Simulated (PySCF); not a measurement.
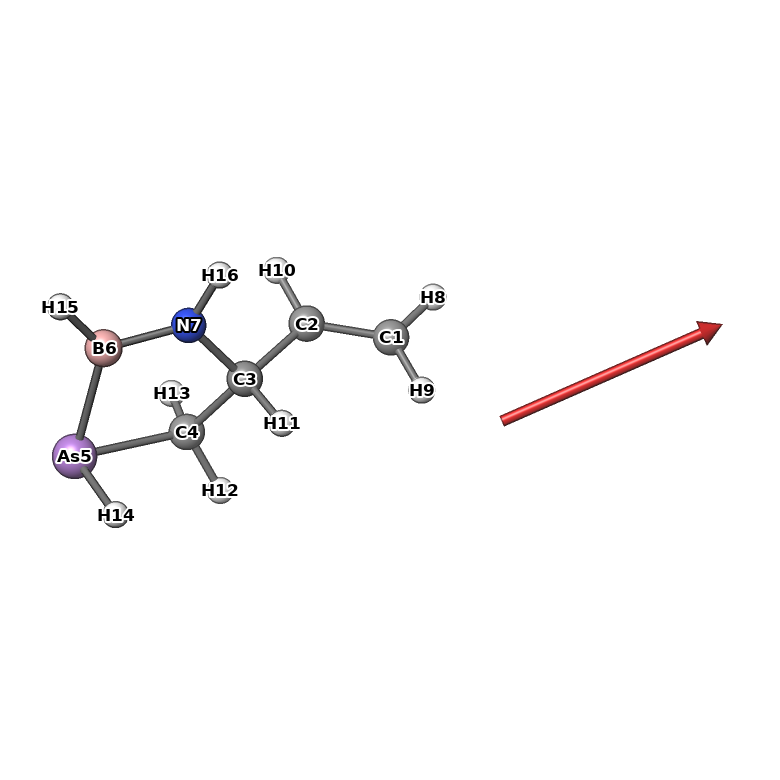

The arrow beside the molecule shows the direction of the dipole moment, from the negative to the positive end (its length means nothing). The computed structure is the end point of a GFN2-xTB optimisation. No frequency run is at hand to confirm it as a minimum. Method: CAM-B3LYP/def2-SVPD, gas phase (PySCF 2.14.0).

Estimate the dipole moment.

Answer. 2.55 D; it points from the side of As5 to the side of H8 (the outermost atoms at the two ends).

The geometry is semi-empirical. Around As, B such bond lengths and angles can be off by a tenth of an ångström or more and by several degrees, and values that hang on the shape move with them.
